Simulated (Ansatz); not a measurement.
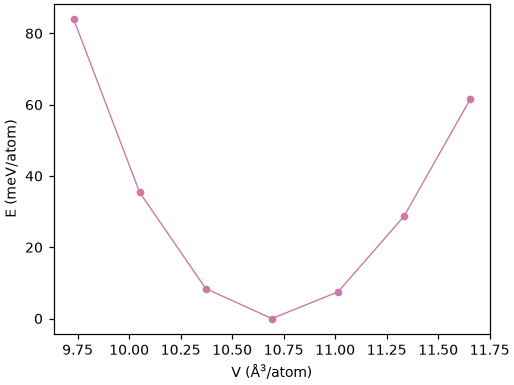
Fig. 1. HfO₂ (fluorite, Fm-3m) under volume change, DFT-PBEsol in the program Ansatz with PAW potentials, scaled uniformly.

**Question.** What does a third-order Birch–Murnaghan fit give for V₀, B₀ and B′?

**Answer.** V₀ = 10.69 Å³/atom, B₀ = 264 GPa, B′ = 4.2.

This is a known high-temperature phase of the composition, computed here at zero pressure and temperature. Symmetry was held in the PBEsol relaxation; its stability against distortions is not shown here. The run is not spin-polarised. Spin–orbit coupling is left out wherever it is not named.

Potentials: the later of the program's two PAW sets.
